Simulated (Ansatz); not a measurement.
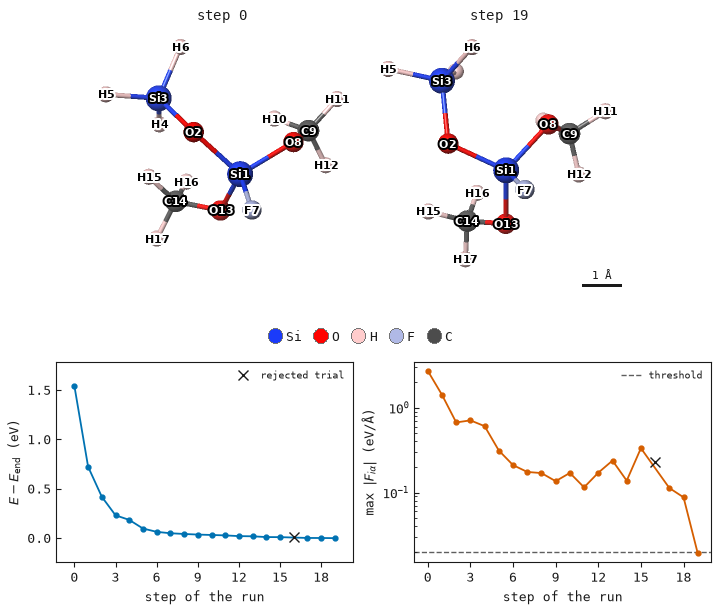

First and last geometry of a relaxation of C$_{2}$H$_{9}$FO$_{3}$Si$_{2}$, with the history of the run. The picture is a ball-and-stick view, seen at a tilt.

The run prepares the start of a later molecular dynamics calculation, from a guessed geometry.

Computed with RKS PBE0-D4/STO-3G in Ansatz.

Input file:
```yaml
crystal:
  periodic: [false, false, false]
  atoms:
    - { symbol: Si, position_ang: [0.0, 0.0, 0.0] }
    - { symbol: O, position_ang: [0.0, 0.0, 1.68] }
    - { symbol: Si, position_ang: [-1.3147, -0.4067, 2.6436] }
    - { symbol: H, position_ang: [-2.239, -1.2403, 1.8804] }
    - { symbol: H, position_ang: [-0.8506, -1.1432, 3.8157] }
    - { symbol: H, position_ang: [-1.9987, 0.8095, 3.0733] }
    - { symbol: F, position_ang: [1.4994, 0.0, -0.5295] }
    - { symbol: O, position_ang: [-0.7913, 1.3709, -0.5594] }
    - { symbol: C, position_ang: [-2.1512, 1.4177, -0.9653] }
    - { symbol: H, position_ang: [-2.7687, 0.8215, -0.2614] }
    - { symbol: H, position_ang: [-2.5023, 2.4707, -0.9639] }
    - { symbol: H, position_ang: [-2.2473, 0.9975, -1.9882] }
    - { symbol: O, position_ang: [-0.7913, -1.3709, -0.5594] }
    - { symbol: C, position_ang: [-1.5365, -2.2685, 0.2501] }
    - { symbol: H, position_ang: [-1.2251, -2.1576, 1.3097] }
    - { symbol: H, position_ang: [-2.6187, -2.04, 0.1571] }
    - { symbol: H, position_ang: [-1.349, -3.3106, -0.083] }
basis:
  gaussian: { orbitals: STO-3G }
hamiltonian:
  xc: pbe0
  dispersion: d4
relax:
  f_tol: 0.02
  max_steps: 40
```

Launched with:
```bash
ansatz run input.yaml --threads 1 --pin off --max-ram 2048MiB --backend cpu --events-out ev --progress --plain --runs-dir out
```

**Did the run converge, and what did it change?**

It converged. The energy falls by 1.541 eV in 18 accepted moves (19 points after the start). Largest force component: 2.7 eV/Å at the start, 0.019 eV/Å at the end. The line search rejected the trial step at point 16 of the run. The atom that moves furthest after the best rigid fit is H4 (1.48 Å). By element the largest moves are H 1.48 Å, O 0.76 Å, C 0.64 Å, Si 0.57 Å, F 0.55 Å. Among the contacts that change: O13–C14 1.420 → 1.450 Å, Si1–F7 1.590 → 1.619 Å, O2–Si3 1.680 → 1.697 Å, Si3–H5 1.460 → 1.444 Å. Bond angles that change, for instance: Si1–O13–C14 125.0° → 112.3°, Si1–O8–C9 125.0° → 113.8°, Si1–O2–Si3 125.0° → 118.0°. Groups turn about Si1–O2 by about 80°, O8–C9 by about 40°, O2–Si3 by about 35°.

Limits of the set-up: STO-3G is a minimal basis, so the numbers are rough.
